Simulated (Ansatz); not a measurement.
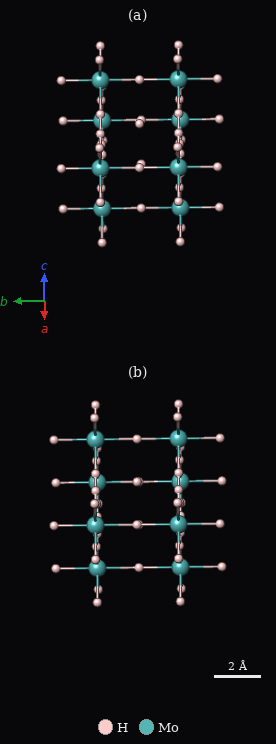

The structure of crystalline MoH6 (a generated structure, set up in P4/mmm) before (top) and after (bottom) a relaxation, at one scale.

Style: ball-and-stick. Shown: the cell of the calculation, from a free direction.

Level of theory: Ansatz, DFT PBE, scalar-relativistic, plane waves, PAW. (plane-wave cutoff 420 eV; k-point mesh 12 × 12 × 8; occupations gaussian; smearing width 0.1 eV; collinear spin; cell and atoms relaxed; force threshold 0.01 eV/Å; at most 80 steps)

Question: Summarise the run.

Answer: The largest moves relative to the cell, 0.057 Å, are those of H atoms. Mo stays in place. The drawn cell changes as follows: a = b 3.451 → 3.667 Å (+6.2 %), c 4.538 → 4.419 Å (−2.6 %); the volume changes by +9.9 %. Among the contacts that change: H–H 1.015 → 0.874 Å, H–Mo 1.726 → 1.833 Å, H–Mo 1.762 → 1.773 Å. The space group stays P4/mmm (No. 123). Over 6 accepted moves (9 points after the start) the energy falls by 27.3 meV per atom. The largest force component goes from 0.25 to 0.00045 eV/Å. Pressure: 3.44 GPa at the start and 0.01 GPa at the end. The line search rejected the trial step at point 2 of the run. The SCF was repeated twice at an unchanged geometry on a basis and grid sized afresh for the cell, which shifted the energy by 1.4 meV per atom at most. The run took 2.6 min on 1 thread of Arm Neoverse V2, on a shared host, peak memory 0.51 GiB.
